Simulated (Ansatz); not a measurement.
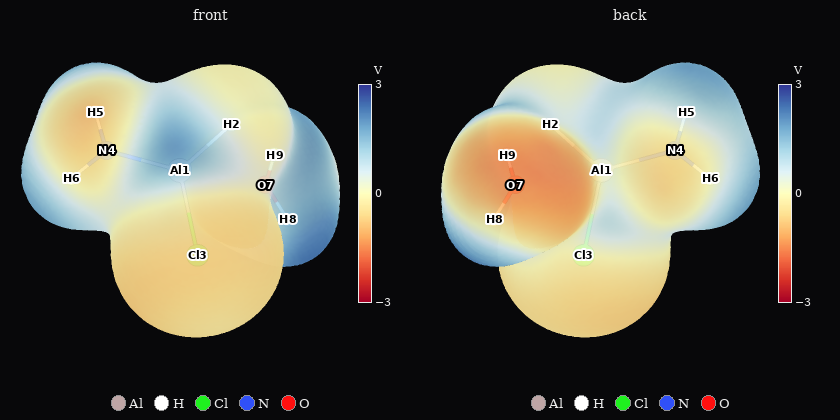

Figure 1: AlClH$_{3}$N···H$_{2}$O. The electrostatic potential painted on the density surface at 0.002 e/bohr³, seen from the front and from behind; red is negative and blue positive.

Not at a stationary point (largest force 0.8 eV/Å).

Computed with RKS PBE/6-31G* in Ansatz 0.2.0.

```yaml
atoms:
  - { symbol: Al, position_ang: [-0.1815, -0.1236, -0.1223] }
  - { symbol: H, position_ang: [-0.2164, -0.3719, 1.4305] }
  - { symbol: Cl, position_ang: [1.7043, 0.1982, -1.0602] }
  - { symbol: N, position_ang: [-1.6415, -0.2899, -1.1202] }
  - { symbol: H, position_ang: [-2.5829, -0.3744, -0.7317] }
  - { symbol: H, position_ang: [-1.6788, -0.1380, -2.1295] }
  - { symbol: O, position_ang: [0.0971, 2.2587, 1.6171] }
  - { symbol: H, position_ang: [1.0532, 2.4477, 1.4964] }
  - { symbol: H, position_ang: [0.1039, 1.3614, 2.0525] }
```

**Which sites attract a positive test charge, and which a negative one?**

A positive charge is drawn to the negative regions and a negative charge to the positive ones. The most negative region (about −1.5 V) lies over O7, the most positive (about +2.3 V) over H8. O7 is the likeliest acceptor of a hydrogen bond.
